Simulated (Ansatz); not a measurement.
# YScBr2O2: complex band structure, part 2 of 3

A new crystal, YScBr2O2: structure, gap and complex bands. It is built by putting Sc for part of the Y in the YBrO structure of space group P4/nmm, with the volume rescaled by atomic radii. The parent structure comes from the Materials Project.

Ansatz 0.2.0; r2SCAN DFT, plane waves, PAW files (the session's first sound run).

So far. Step 2 (Relaxing the new crystal): The largest force component on a free atom ends at 0.0044 eV/Å.

The structure was built from a prototype and need not be the compound's stable phase.

## 3. Band edges

The energy window and the wavevectors of the next steps follow from the band edges, so these are searched first, off the mesh as well.

input.yaml reads:

```yaml
crystal:
  lattice:
    - [3.7248483168, 0.0, 0.0]
    - [0.0, 3.7248483168, 0.0]
    - [0.0, 0.0, 8.5707995621]
  atoms:
    - { symbol: Sc, position: [0.0, 0.5, 0.1204920848] }
    - { symbol: "Y", position: [0.5, 0.0, 0.8692863365] }
    - { symbol: Br, position: [0.0, 0.5, 0.6775549417] }
    - { symbol: Br, position: [0.5, 0.0, 0.3178326638] }
    - { symbol: O, position: [0.0, 0.0, 0.0074169866] }
    - { symbol: O, position: [0.5, 0.5, 0.0074169866] }
kpoints:
  mp_grid: { grid: [6, 6, 4] }
  band_path: { path: [VBM, CBM], npoints: 30 }
scf:
  occupations: { method: fixed }
hamiltonian:
  xc: r2scan
output:
  eigenvalues: true
  write_potential: true
  write_density: true
  volumetric_format: npy
  elf: true
```

Launch:

```sh
ansatz run input.yaml --threads 2 --pin off --max-ram 4096MiB --backend cpu --events-out ev --progress --plain --runs-dir out
```

Numbers of over 12 decimals in the logs are rounded to 6 here.

Log:

```text
[...]
Crystal: 6 atoms, lattice volume = 118.916 Å³
Basis set: ecut = 500 eV, 3031 PW (Γ), exchange–correlation on 120×120×256 points (64 copies of the dense FFT grid, shifted against one another)
Bands: 30, of which v1, the nominal top of the filled ones, is band 24 counted from 1 (23 counted from 0)
Symmetry: 8 space group operations
[...]
k-points: 30 of 144 (time reversal used)
[...]
SCF iter   1: F=—  HF=-12736.513457 eV  |F-HF|=—  |Δ(HF+E_count)|=         —  Δρ=1.06e-2  dr2=1.81e-1  dr2_τ=1.97e-1  ethr=1.77e-3  ⟨swp⟩=5.2  Hψ=3679  notcnv=0  defer=103
[...]
SCF iter   7: F=-12736.611622 eV  HF=-12736.611622 eV  |F-HF|=4.03e-9  |Δ(HF+E_count)|=   2.14e-7  Δρ=4.37e-6  dr2=3.27e-8  dr2_τ=2.06e-9  ethr=2.08e-10  ⟨swp⟩=10.4  Hψ=3320  notcnv=0
SCF 1 converged in 7 iterations: F = -12736.611622 eV  dr2 = 3.27e-8
[...]
NSCF: frozen V_eff on 40 k-points
[...]
SCF converged after 7 iterations
Free energy (F): -12736.611622 eV
[...]
Internal energy: -12736.611622 eV  (E = F + TS)
E sigma→0 (E₀):  -12736.611622 eV
Fermi energy:    5.706242 eV
[...]
--- Band table (eV; the first three rows and the last of 30) ---
  k-point 0: bands = [... 20 lower, 4.7821, 5.5268, 5.5702, 5.5702, 9.8866, 9.9099, 10.6815, 10.7229, ... 2 higher]
  k-point 1: bands = [... 20 lower, 4.8349, 5.2542, 5.5355, 5.5355, 9.8868, 9.9250, 10.7085, 10.7403, ... 2 higher]
  k-point 2: bands = [... 20 lower, 4.8905, 4.8905, 5.4961, 5.4961, 9.8869, 9.9409, 10.7355, 10.7584, ... 2 higher]
  k-point 29: bands = [... 20 lower, 4.2464, 4.2762, 4.5952, 5.2335, 9.6195, 10.4112, 10.4112, 10.7683, ... 2 higher]
```

Run time: 44 s. Hardware: 2 threads of Arm Neoverse V2, shared host; peak memory 0.6 GiB; 87 s of CPU time.

In the SCF lines HF is the Harris–Foulkes energy and dr2 the Hartree energy of the density residual, in eV; the loop may stop once dr2 is under the threshold and the program's other checks hold. Hψ counts applications of the Hamiltonian.

Numbers from this step:

| Item | Value |
| --- | --- |
| Fermi energy | 5.706 eV |
| gap on the k-mesh | 3.761 eV |
| gap on path | 3.748 eV, by band count; negative where bands overlap |
| direct gap on path | 4.255 eV |
| edge places on path | 0, 0.7463 1/A along the path |

The electronic bands at the labelled points (eV, zero at the Fermi level (highest filled level under fixed occupations); v1 is the highest filled band, c1 the lowest empty one):

```
point     v4     v3     v2     v1    c1    c2    c3    c4
  VBM  -1.23  -0.97  -0.63   0.00  4.29  4.44  4.92  5.44
  CBM  -1.40  -1.40  -1.14  -0.51  3.75  4.73  4.87  5.00
```

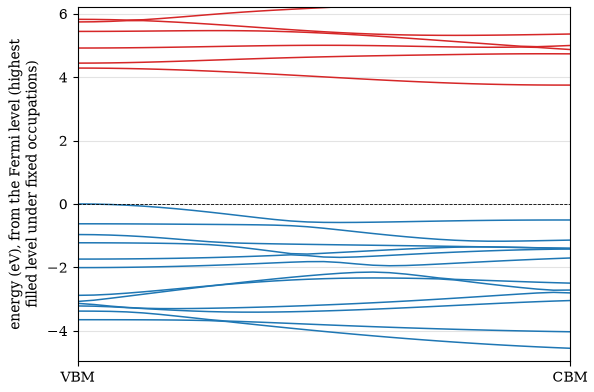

Electronic bands along the path; lines of filled and empty bands in two colours.

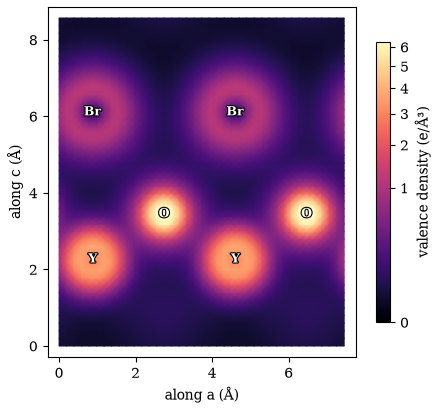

Valence density in the ac plane at fractional y = 0.000, with atoms of Y and Br and O within 0.2 Å of it. It is the smooth field of the valence electrons, not physical close to the nuclei. The map starts off the cell's origin, so that atoms lie inside it. The colour scale is stretched toward low values.

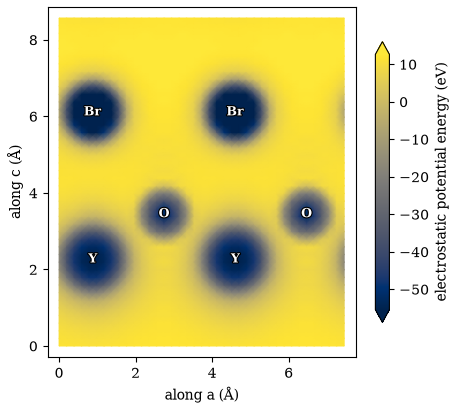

Electrostatic potential energy in the ac plane at fractional y = 0.000, with atoms of Y and Br and O within 0.2 Å of it. With pseudopotentials it is smooth inside the atoms' cores, unlike the true potential. The map starts off the cell's origin, so that atoms lie inside it.

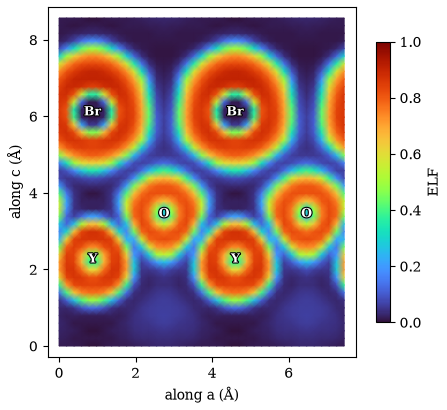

ELF in the ac plane at fractional y = 0.000, with atoms of Y and Br and O within 0.2 Å of it. It is the smooth field of the valence electrons, not physical close to the nuclei. The map starts off the cell's origin, so that atoms lie inside it.

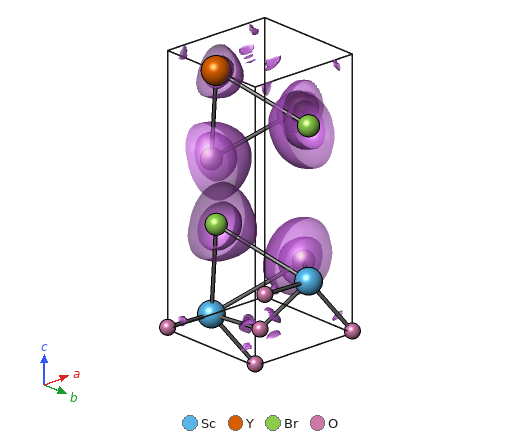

Surface of ELF = 0.83.

The searched edges give 3.75 eV, against 3.76 eV on the mesh.

## 4. Complex bands, plane (100), k-mesh 6×4×6

This step: r2SCAN DFT, plane waves, PAW files; complex bands by layer matching along the plane's normal (Ansatz 0.2.0).

The same crystal is laid in a cell whose first two vectors span the (100) plane (indices of the standard conventional cell, whose axes can be ordered otherwise than in the bulk input). At fixed energy and wavevector in the plane the solver finds all kz, real and complex. A few wavevectors are listed, (0, 0) and (-0.3854, 0) in units of the plane's reciprocal vectors; the slowest state needn't be among them.

input.yaml reads:

```yaml
crystal:
  lattice:
    - [3.724848317, 0.0, 0.0]
    - [0.0, 8.570799562, 0.0]
    - [0.0, 0.0, 3.724848317]
  atoms:
    - { symbol: Sc, position: [0.5, 0.1204920848, 0.0] }
    - { symbol: "Y", position: [0.0, 0.8692863365, 0.5] }
    - { symbol: Br, position: [0.5, 0.6775549417, 0.0] }
    - { symbol: Br, position: [0.0, 0.3178326638, 0.5] }
    - { symbol: O, position: [0.0, 0.0074169866, 0.0] }
    - { symbol: O, position: [0.5, 0.0074169866, 0.5] }
kpoints:
  mp_grid: { grid: [6, 4, 6] }
scf:
  occupations: { method: fixed }
hamiltonian:
  xc: r2scan
output:
  eigenvalues: true
  transmission:
    leads: [[0, 0]]
    kpoints: [[0.0, 0.0], [-0.3854, 0.0]]
    e_range: [-1.0, 4.75]
    de: 0.1
```

Log:

```text
[...]
Crystal: 6 atoms, lattice volume = 118.916 Å³
Basis set: ecut = 500 eV, 3031 PW (Γ), exchange–correlation on 120×256×120 points (64 copies of the dense FFT grid, shifted against one another)
Bands: 30, of which v1, the nominal top of the filled ones, is band 24 counted from 1 (23 counted from 0)
Symmetry: 8 space group operations
[...]
k-points: 30 of 144 (time reversal used)
[...]
SCF iter   1: F=—  HF=-12736.513443 eV  |F-HF|=—  |Δ(HF+E_count)|=         —  Δρ=1.06e-2  dr2=1.81e-1  dr2_τ=1.97e-1  ethr=1.77e-3  ⟨swp⟩=5.2  Hψ=3677  notcnv=0  defer=101
[...]
SCF iter   7: F=-12736.611622 eV  HF=-12736.611622 eV  |F-HF|=4.04e-9  |Δ(HF+E_count)|=   2.14e-7  Δρ=4.37e-6  dr2=3.26e-8  dr2_τ=2.05e-9  ethr=2.08e-10  ⟨swp⟩=10.5  Hψ=3322  notcnv=0
SCF 1 converged in 7 iterations: F = -12736.611622 eV  dr2 = 3.26e-8
[...]
transmission: 7 of 14 steps passed
transmission: 14 of 14 steps passed
SCF converged after 7 iterations
Free energy (F): -12736.611622 eV
[...]
Internal energy: -12736.611622 eV  (E = F + TS)
E sigma→0 (E₀):  -12736.611622 eV
Fermi energy:    5.706242 eV
[...]
--- Band table (eV; the first three rows and the last of 30) ---
  k-point 0: bands = [... 20 lower, 4.7821, 5.5268, 5.5702, 5.5702, 9.8866, 9.9099, 10.6815, 10.7229, ... 2 higher]
  k-point 1: bands = [... 20 lower, 4.7364, 4.8468, 5.4195, 5.5962, 10.0861, 10.0902, 10.9533, 11.1192, ... 2 higher]
  k-point 2: bands = [... 20 lower, 4.6149, 4.7247, 5.1224, 5.6653, 10.0576, 10.3970, 10.4418, 11.3400, ... 2 higher]
  k-point 29: bands = [... 20 lower, 4.2464, 4.2762, 4.5952, 5.2335, 9.6195, 10.4112, 10.4112, 10.7683, ... 2 higher]
--- Transmission ---
  basis      : 331 plane waves across, 7 finite elements along
  points     : 2, as listed
  energies   : 58 from -1.000000 to 4.700000 eV about the Fermi level, 0.100000 eV apart; the leads are filled to 1.880532 eV, and channels, transmission and decay are at 1.900000 eV
  crystal 0  : Sc1Br2O2Y1, at the sites [0, 0], period 3.7248 Å: whole cells are its period
    offset         : up to 0.0000 Å between an atom of the period and one for which it stands
    channels       : 0.000000e0 a spin
    conductance    : none, the energies end too early or step too widely for 300 K: set another output.transmission.e_range or a lower de, or, where they end at an eighth of basis.ecutwfc, a higher one
    slowest decay  : 0.3058 /Å at (0.0000, 0.0000)
```

It took 97 s on 2 threads; peak memory 1.3 GiB; 2.8 min of CPU time.

Numbers from this step:

```
level to which the leads are filled                       : 1.881 eV from the Fermi level
decay constant at the filling level, zone centre          : 0.3058 Å⁻¹
decay constant at the filling level, slowest listed point : 0.3058 Å⁻¹
```

K parallel (0, 0); values up to 1.5 1/Å, a degenerate pair printed once or twice; energies at which all values exceed this have no row. Im kz of the slowest decaying states against energy, zero at the highest filled level on the SCF mesh:

```
energy (eV)  decay 1 (Å⁻¹)  decay 2 (Å⁻¹)  decay 3 (Å⁻¹)  decay 4 (Å⁻¹)
     -1.000          0.123          0.181          0.188          0.682
     -0.500          0.201          0.321          0.479          0.613
      0.000         0.0991          0.106          0.270          0.386
      0.500          0.212          0.307          0.463          0.478
      1.000          0.263          0.329          0.491          0.510
      1.500          0.293          0.340          0.503          0.522
      2.000          0.308          0.341          0.502          0.520
      2.500          0.312          0.335          0.487          0.503
      3.000          0.303          0.321          0.459          0.466
      3.500          0.273          0.299          0.395          0.411
      4.000          0.186          0.233          0.265          0.328
      4.500          0.172          0.205          0.312          0.327
```

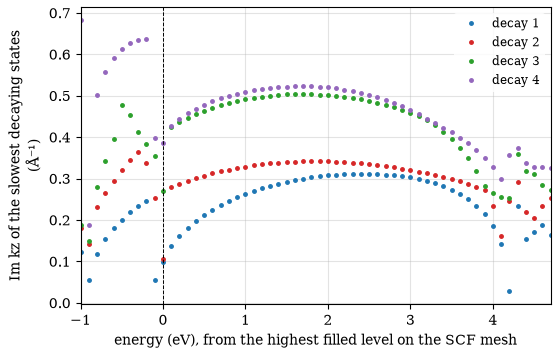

Im kz of the slowest decaying states against energy.

K parallel (-0.3854, 0); values up to 1.5 1/Å, a degenerate pair printed once or twice; energies at which all values exceed this have no row. The Im kz of the slowest decaying states by energy, zero at the highest filled level on the SCF mesh:

```
energy (eV)  decay 1 (Å⁻¹)  decay 2 (Å⁻¹)  decay 3 (Å⁻¹)  decay 4 (Å⁻¹)
      -1.00         0.0905          0.398          0.474          0.474
       0.00         0.0504          0.301          0.377          0.504
       1.00          0.284          0.368          0.480          0.547
       2.00          0.340          0.392          0.508          0.529
       3.00          0.345          0.388          0.446          0.480
       4.00          0.293          0.293          0.354          0.388
```

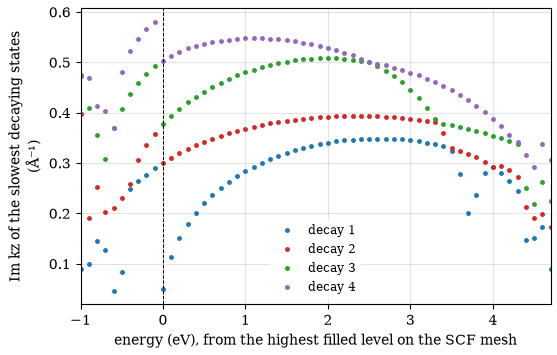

Im kz of the slowest decaying states against energy.

At the listed wavevectors the last open channel is at -0.10 eV and the next at +3.80 eV on the grid. At +1.90 eV, the grid energy nearest the filling level (the middle of the gap on the SCF mesh), the slowest state at the listed wavevectors decays with κ = 0.306 Å⁻¹, its amplitude falling by e over 3.3 Å. Through 1 nm of this crystal that state's transmission falls by exp(−2 × 0.306 Å⁻¹ × 10 Å) = 0.0022.

## 5. Decaying states in the gap, plane (001), k-mesh 6×6×4

The same for the (001) plane, at (0, 0), (0.3854, -0.5) and (0, -0.5), to see how the decay depends on direction.

input.yaml reads:

```yaml
crystal:
  lattice:
    - [3.724848317, 0.0, 0.0]
    - [0.0, 3.724848317, 0.0]
    - [0.0, 0.0, 8.570799562]
  atoms:
    - { symbol: Sc, position: [0.0, 0.5, 0.1204920848] }
    - { symbol: "Y", position: [0.5, 0.0, 0.8692863365] }
    - { symbol: Br, position: [0.0, 0.5, 0.6775549417] }
    - { symbol: Br, position: [0.5, 0.0, 0.3178326638] }
    - { symbol: O, position: [0.0, 0.0, 0.0074169866] }
    - { symbol: O, position: [0.5, 0.5, 0.0074169866] }
kpoints:
  mp_grid: { grid: [6, 6, 4] }
scf:
  occupations: { method: fixed }
hamiltonian:
  xc: r2scan
output:
  eigenvalues: true
  transmission:
    leads: [[0, 0]]
    kpoints: [[0.0, 0.0], [0.3854, -0.5], [0.0, -0.5]]
    e_range: [-1.0, 4.75]
    de: 0.11
```

Log:

```text
[...]
Crystal: 6 atoms, lattice volume = 118.916 Å³
Basis set: ecut = 500 eV, 3031 PW (Γ), exchange–correlation on 120×120×256 points (64 copies of the dense FFT grid, shifted against one another)
Bands: 30, of which v1, the nominal top of the filled ones, is band 24 counted from 1 (23 counted from 0)
Symmetry: 8 space group operations
[...]
k-points: 30 of 144 (time reversal used)
[...]
SCF iter   1: F=—  HF=-12736.513458 eV  |F-HF|=—  |Δ(HF+E_count)|=         —  Δρ=1.06e-2  dr2=1.81e-1  dr2_τ=1.97e-1  ethr=1.77e-3  ⟨swp⟩=5.2  Hψ=3679  notcnv=0  defer=103
[...]
SCF iter   7: F=-12736.611622 eV  HF=-12736.611622 eV  |F-HF|=4.02e-9  |Δ(HF+E_count)|=   2.14e-7  Δρ=4.37e-6  dr2=3.27e-8  dr2_τ=2.07e-9  ethr=2.08e-10  ⟨swp⟩=10.4  Hψ=3320  notcnv=0
SCF 1 converged in 7 iterations: F = -12736.611622 eV  dr2 = 3.27e-8
[...]
transmission: 16 of 48 steps passed
transmission: 32 of 48 steps passed
transmission: 48 of 48 steps passed
SCF converged after 7 iterations
Free energy (F): -12736.611622 eV
[...]
Internal energy: -12736.611622 eV  (E = F + TS)
E sigma→0 (E₀):  -12736.611622 eV
Fermi energy:    5.706242 eV
[...]
--- Band table (eV; the first three rows and the last of 30) ---
  k-point 0: bands = [... 20 lower, 4.7821, 5.5268, 5.5702, 5.5702, 9.8866, 9.9099, 10.6815, 10.7229, ... 2 higher]
  k-point 1: bands = [... 20 lower, 4.8349, 5.2542, 5.5355, 5.5355, 9.8868, 9.9250, 10.7085, 10.7403, ... 2 higher]
  k-point 2: bands = [... 20 lower, 4.8905, 4.8905, 5.4961, 5.4961, 9.8869, 9.9409, 10.7355, 10.7584, ... 2 higher]
  k-point 29: bands = [... 20 lower, 4.2464, 4.2762, 4.5952, 5.2335, 9.6195, 10.4112, 10.4112, 10.7683, ... 2 higher]
--- Transmission ---
  basis      : 145 plane waves across, 16 finite elements along
  points     : 3, as listed
[...]
crystal 0  : Br2Y1O2Sc1, at the sites [0, 0], period 8.5708 Å: whole cells are its period
[...]
channels       : 0.000000e0 a spin
[...]
slowest decay  : 0.3613 /Å at (0.0000, 0.0000)
```

It took 35 s on 2 threads; peak memory 0.69 GiB.

Numbers from this step:

| Quantity | Value |
| --- | --- |
| decay constant at the filling level, zone centre | 0.3613 Å⁻¹ |
| decay constant at the filling level, slowest listed point | 0.3613 Å⁻¹ |

K parallel (0, 0); values up to 1.5 1/Å, a degenerate pair printed once or twice; energies at which all values exceed this have no row. Table of Im kz of the slowest decaying states by energy, zero at the highest filled level on the SCF mesh:

```csv
energy (eV),decay 1 (Å⁻¹),decay 2 (Å⁻¹),decay 3 (Å⁻¹),decay 4 (Å⁻¹)
-1.000,0.0661,0.180,1.05,1.07
-0.450,0.245,1.00,1.05,1.44
-0.010,0.134,0.281,0.966,1.03
0.540,0.256,0.519,0.915,1.00
0.980,0.306,0.605,0.871,0.974
1.530,0.346,0.673,0.813,0.935
1.970,0.365,0.710,0.763,0.898
2.520,0.377,0.692,0.741,0.847
2.960,0.379,0.627,0.756,0.799
3.510,0.374,0.521,0.727,0.766
3.950,0.371,0.656,0.767,0.984
4.500,0.303,0.419,0.528,0.759
```

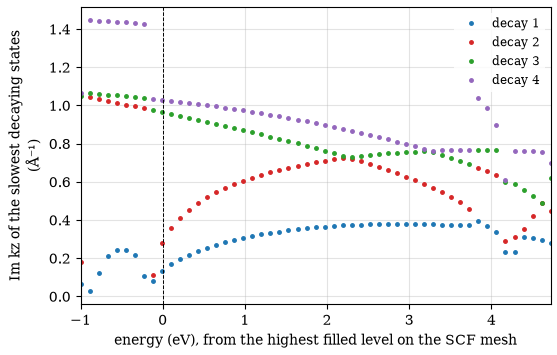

Im kz of the slowest decaying states against energy.

K parallel (0.3854, -0.5); values up to 1.5 1/Å, a degenerate pair printed once or twice; energies at which all values exceed this have no row. The Im kz of the slowest decaying states by energy, zero at the highest filled level on the SCF mesh:

```csv
energy (eV),decay 1 (Å⁻¹),decay 2 (Å⁻¹),decay 3 (Å⁻¹),decay 4 (Å⁻¹)
-1.000,0.484,0.497,0.515,0.581
-0.450,0.334,0.444,0.561,0.693
-0.010,0.535,0.557,0.601,0.783
0.540,0.588,0.631,0.641,0.960
0.980,0.614,0.641,0.688,0.927
1.530,0.630,0.636,0.748,0.800
1.970,0.597,0.647,0.762,0.830
2.520,0.526,0.663,0.743,0.866
2.960,0.446,0.678,0.737,1.36
3.510,0.279,0.609,0.736,1.36
3.950,0.128,0.550,0.746,1.35
4.500,0.255,0.435,0.939,1.20
```

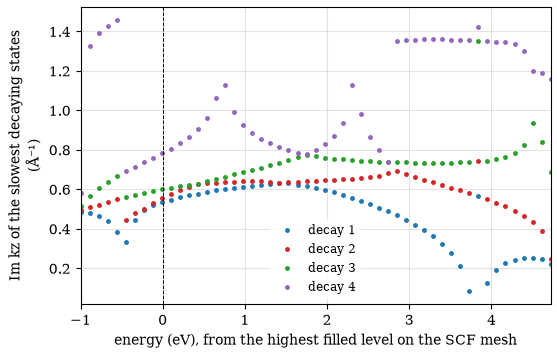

Im kz of the slowest decaying states against energy.

K parallel (0, -0.5); values up to 1.5 1/Å, a degenerate pair printed once or twice; energies at which all values exceed this have no row. The Im kz of the slowest decaying states by energy, zero at the highest filled level on the SCF mesh:

```csv
energy (eV),decay 1 (Å⁻¹),decay 2 (Å⁻¹),decay 3 (Å⁻¹),decay 4 (Å⁻¹)
-1.00,0.199,0.234,0.484,0.802
-0.01,0.212,0.343,0.451,0.850
0.98,0.449,0.529,0.746,0.885
1.97,0.487,0.563,0.772,0.868
2.96,0.492,0.581,0.741,0.815
3.95,0.454,0.586,0.655,0.666
```

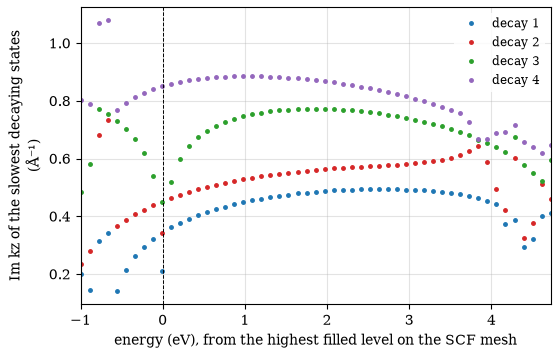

Im kz of the slowest decaying states against energy.

At the listed wavevectors the last open channel is at -0.23 eV and the next at +3.84 eV on the grid. At +1.86 eV, the grid energy nearest the filling level (the middle of the gap on the SCF mesh), the slowest state at the listed wavevectors decays with κ = 0.361 Å⁻¹, its amplitude falling by e over 2.8 Å; the first such run, plane (100), gave 0.306 Å⁻¹.

(Part 2 of 3 ends here.)

[Logs are printed without paths, hosts, clocks, repeated set-up lines and the standing remarks that a program may print on its own settings, such as how far it seeks lower states.]

[Hosts, paths, dates, database ids (printed as entryN), source tags and the programs' standing remarks are cut or masked in the printed files.]

[New means built here by substitution; the compound itself may be known and measured.]
